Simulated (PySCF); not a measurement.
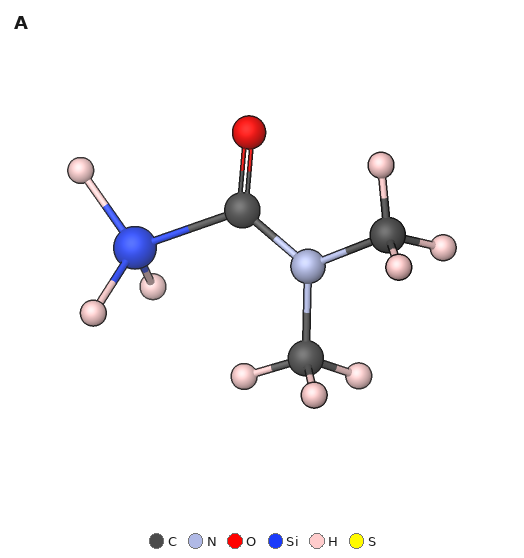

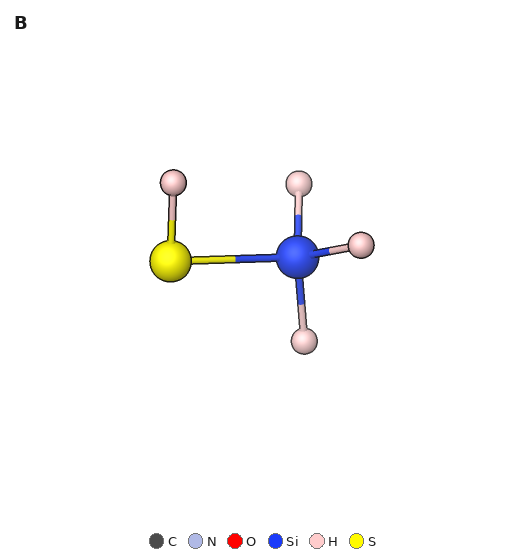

Two related species, optimised with GFN2-xTB; properties computed with PySCF 2.14.0. Both: charge 0, singlet.

> What are A and B?

A is C3H9NOSi (CN(C)C(=O)[SiH3]), B is H4SSi ([SiH3]S).

Compare them. With PBE0/pcSseg-1: dipole moment (D), HOMO–LUMO gap (eV), HOMO energy (Kohn–Sham orbital) (eV), shielding of Si (ppm), Hirshfeld charge of Si (e), IAO charge of Si (e). With PBE0/def2-SVPD: lowest vertical singlet excitation (eV), mean static polarisability (bohr³). With GFN2-xTB: mean Si–H length (Å).

```csv
quantity,A,B
dipole moment (D),3.73,1.70
HOMO–LUMO gap (eV),6.87,7.39
HOMO energy (Kohn–Sham orbital) (eV),−6.85,−7.35
shielding of Si (ppm),435.9,409.4
Hirshfeld charge of Si (e),0.31,0.31
IAO charge of Si (e),0.54,0.56
lowest vertical singlet excitation (eV),4.83,5.85
mean static polarisability (bohr³),77.8,49.9
mean Si–H length (Å),1.463,1.455
```

Each is one conformer, and no frequency run is at hand to confirm it as a minimum.

The geometry is semi-empirical. Around Si such bond lengths and angles can be off by a tenth of an ångström or more and by several degrees, and values that hang on the shape move with them.
